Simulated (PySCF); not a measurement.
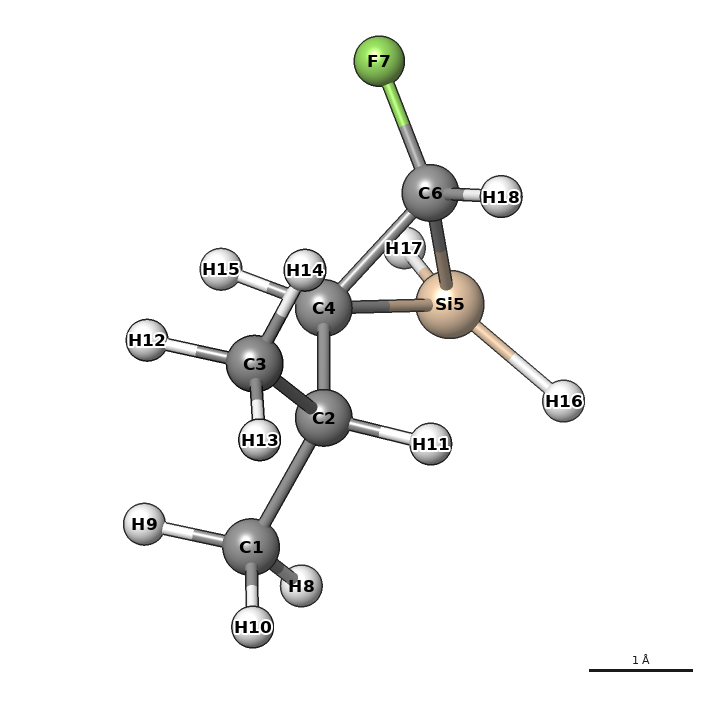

The computed structure is the end point of a GFN2-xTB optimisation. No frequency run is at hand to confirm it as a minimum.

List the bonds and their lengths. Leave out bonds to hydrogen.

| bond | length (Å) | order |
| --- | --- | --- |
| C1–C2 | 1.526 | single |
| C2–C3 | 1.528 | single |
| C2–C4 | 1.516 | single |
| C4–Si5 | 1.893 | single |
| C4–C6 | 1.528 | single |
| Si5–C6 | 1.897 | single |
| C6–F7 | 1.376 | single |
